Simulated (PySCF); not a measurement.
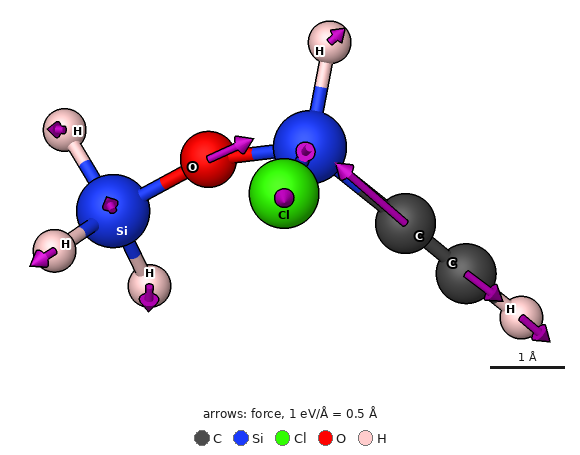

Starting geometry of C₂H₅ClOSi₂ with the computed forces as purple arrows. The picture is a ball-and-stick view, seen from a free direction.

The start comes from GFN2-xTB. Its atoms were then displaced at random by about 0.01 Å.

The calculation used PBE0-D3(BJ)/def2-SVP geometry optimisation, gas phase (PySCF). 

Is this structure relaxed? If not, where do the atoms go?

Answer. It isn't relaxed: the largest force vector, on a C atom, is 2.88 eV/Å. The final displacements have little in common with the starting forces (cosine between the two patterns 0.10). After 12 geometry steps the energy has fallen by 24.5 kJ/mol. An H atom moves most after the best rigid fit: 0.42 Å. Largest moves by element: H 0.42 Å, O 0.29 Å, C 0.13 Å, Cl 0.12 Å, Si 0.11 Å. Near-neighbour distances that change, for instance: O–Si 1.617 → 1.669 Å, Cl–Si 2.016 → 2.060 Å, H–Si 1.449 → 1.492 Å, C–H 1.048 → 1.076 Å. Bond angles that change, for instance: Si–O–Si 159.5° → 144.0°, O–Si–H 104.1° → 109.1°, O–Si–H 103.2° → 107.6°.
